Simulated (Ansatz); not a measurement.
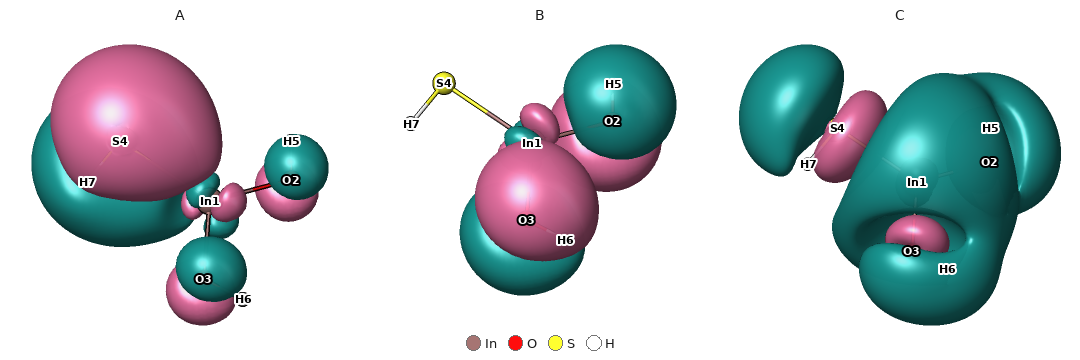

Figure 1: H3InO2S (SMILES [OH][In]([OH])[SH]). Three frontier orbitals at ±0.04 Å⁻³ᐟ² (teal and pink are the two phases), in no order.

Geometry: PBE0-D4/def2-SVP; core potentials replace the inner electrons of In.

Method: isolated molecule in a Gaussian basis; Kohn-Sham density functional theory, functional PBE0 in Ansatz 0.2.0.

The calculation's input:

```
crystal:
  periodic: [false, false, false]
  atoms:
    - {symbol: In, position_ang: [0.018496, 0.090222, -0.016860]}
    - {symbol: O, position_ang: [-0.022209, 1.881505, -0.889723]}
    - {symbol: O, position_ang: [-1.104274, -1.322189, -0.854818]}
    - {symbol: S, position_ang: [1.296611, -0.458400, 1.923263]}
    - {symbol: H, position_ang: [0.539205, 2.525016, -0.442143]}
    - {symbol: H, position_ang: [-1.571827, -0.983163, -1.627910]}
    - {symbol: H, position_ang: [0.843978, -1.732980, 1.908181]}
basis:
  gaussian:
    orbitals: def2-TZVPD
output:
  forces: true
  orbitals: {seedname: orbitals}
hamiltonian:
  xc: pbe0
```

Launched as:

```sh
ansatz run input.yaml --threads 2 --pin off --max-ram 5220MiB --events-out events.jsonl --progress --plain --runs-dir runs
```

### Which picture is the HOMO−1, the HOMO and the LUMO?

B is the HOMO−1 (−8.69 eV). Its weight (Hirshfeld) is mainly on O3 (about 50 %), O2 (about 40 %) and In1 (about 10 %); it changes sign across the molecular plane (π type). A is the HOMO (−7.87 eV). It lies mainly on S4 (about 80 %) and In1 (about 10 %); it changes sign across the molecular plane (π type). C is the LUMO (−2.08 eV). It lies mainly on In1 (about 50 %), S4 (about 20 %), O2 (about 10 %) and O3 (about 10 %); it is symmetric in the molecular plane (an in-plane orbital: σ, lone-pair or in-plane π type).

### What is the HOMO–LUMO gap?

5.79 eV between the orbital energies.
